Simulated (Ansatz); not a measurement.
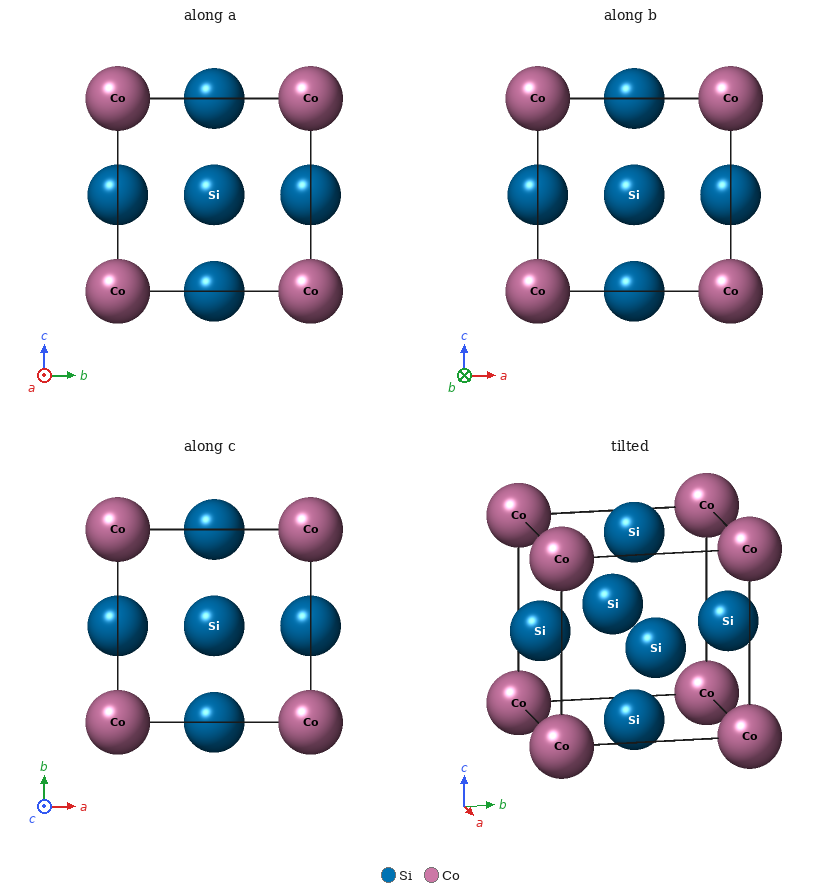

Shown here is a spheres-only view of the crystal, taken along the a axis, along the b axis, along the c axis and slightly off an axis. Lines trace the edges of the conventional unit cell.

Lattice parameters: a = 3.687 Å, b = 3.687 Å, c = 3.687 Å, α = 90.00°, β = 90.00°, γ = 90.00°.

Question: Give the structure in the form of a table of Wyckoff sites.

Answer: Space group Pm-3m (No. 221).
```tsv
atom	site	x	y	z
Si	3c	0.0000	0.5000	0.5000
Co	1a	0.0000	0.0000	0.0000
```

It goes back to a structure type filled with these elements by a generator (whether the compound takes this form wasn't checked). Earlier steps of the study may have refined or changed the cell and positions. Ansatz was used for an electronic-structure calculation on it.
